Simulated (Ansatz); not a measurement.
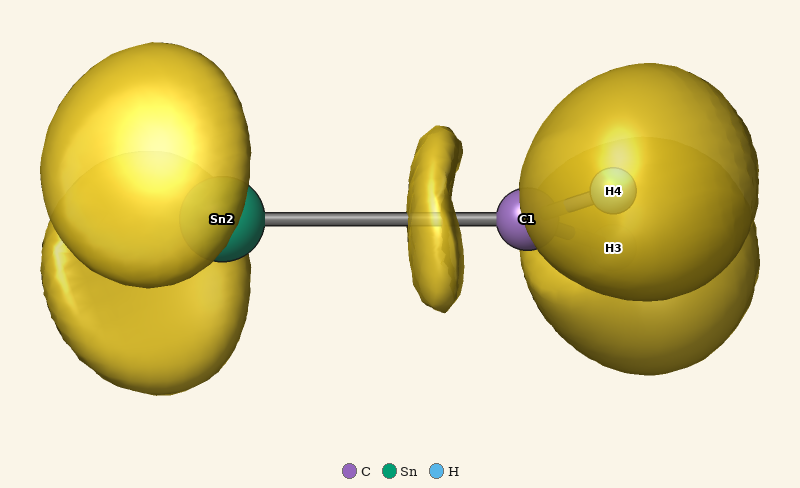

*CH₂Sn (triplet). Isosurface of the ELF at 0.85 (yellow), seen from one side. Core shells and regions of very low density are left out.*

Geometry: PBE0-D4/def2-TZVP; core potentials replace the inner electrons of Sn.

These are results of isolated molecule in a Gaussian basis; Kohn-Sham density functional theory, functional PBE0 in Ansatz 0.2.0, not measurements.

```yaml
atoms:
  - { symbol: C, position_ang: [-0.1669, -1.4552, 0.5963] }
  - { symbol: Sn, position_ang: [0.9822, -1.2515, 2.4065] }
  - { symbol: H, position_ang: [-0.0347, -0.8192, -0.2794] }
  - { symbol: H, position_ang: [-0.9452, -2.2057, 0.4546] }
```

Question: Identify the bonds, lone pairs and shells in this picture.

Answer: At this value the surface marks out two regions around hydrogen nuclei, one lobe of the valence shell of C pointing towards Sn (polar bonds) and two lobes on Sn, pointing away from the bonds (non-bonding electrons). Along the contacts the grid gives the following. C–Sn (2.15 Å): the ELF peaks at about 0.90 in the valence shell of C, 0.7 Å from its nucleus, and drops to about 0.20 between the two atoms. C–H (1.09 Å): the ELF climbs to about 1 towards the hydrogen, as it does in any bond to H; a covalent bond by its length.
